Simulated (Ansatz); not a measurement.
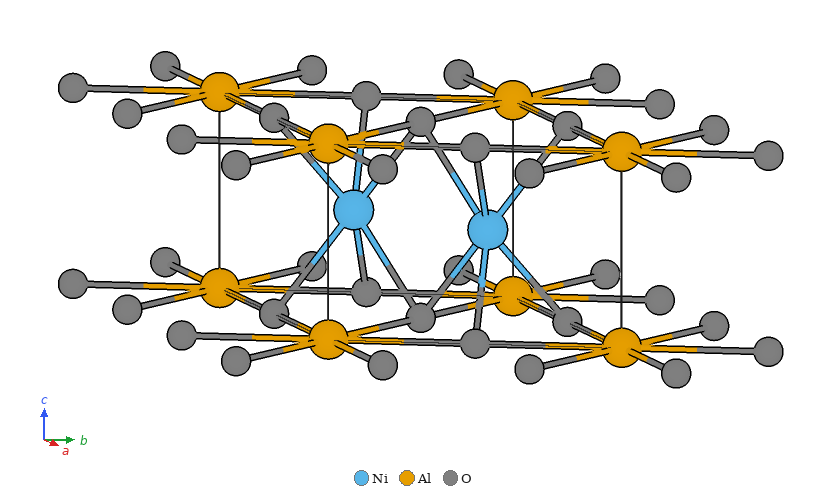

A ball-and-stick rendering, viewed slightly off an axis. The parallelepiped is the simulation cell. Some neighbours outside the box are added.

```yaml
crystal:
  lattice:
    - [2.58633, 4.47966, 0.00000]
    - [-2.58633, 4.47966, 0.00000]
    - [0.00000, 0.00000, 3.47826]
  atoms:
    - { symbol: Ni, position: [0.33330, 0.33340, 0.50000] }
    - { symbol: Ni, position: [0.66660, 0.66670, 0.50000] }
    - { symbol: Al, position: [0.00000, 0.00000, 0.00000] }
    - { symbol: O, position: [0.50000, 0.50000, 0.00000] }
    - { symbol: O, position: [0.50000, 0.00000, 0.00000] }
    - { symbol: O, position: [0.00000, 0.50000, 0.00000] }
```

Level of theory and settings: Ansatz 0.2.0, DFT, PAW plane waves, PBE+U, an energy cutoff of 420 eV, a 5×5×7 k-point grid, Fermi-Dirac smearing of 0.011 eV, U_eff = 3.93 eV on Ni d, inter-site V terms, collinear spins. The state is antiferromagnetic. The pressure of the cell is -21 GPa.

What does a Bader analysis give?

Answer. Al +1.25 e; Ni +1.02 e; O -1.10 e.

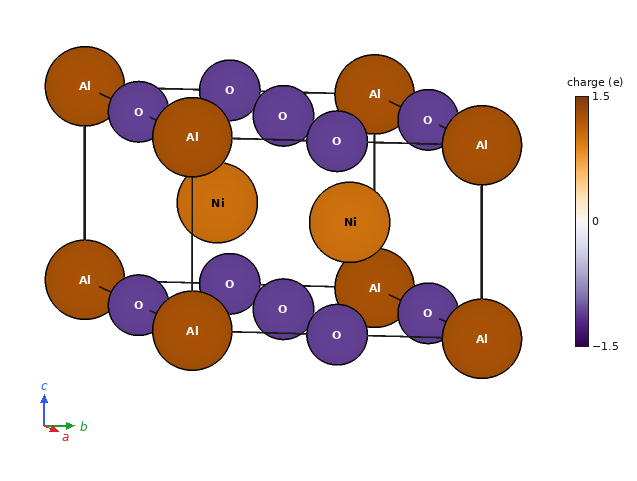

The atoms coloured by those charges.

The geometry is that of a generated cell, made by putting these elements into a known structure type (the compound may or may not exist in this form), without relaxation. A calculation with Ansatz used it as input.

At this level of theory the cell isn't at rest (stretched, at -21 GPa), so its distances can differ from those at equilibrium, the more so the softer the solid, and its magnetic state may change on relaxation.
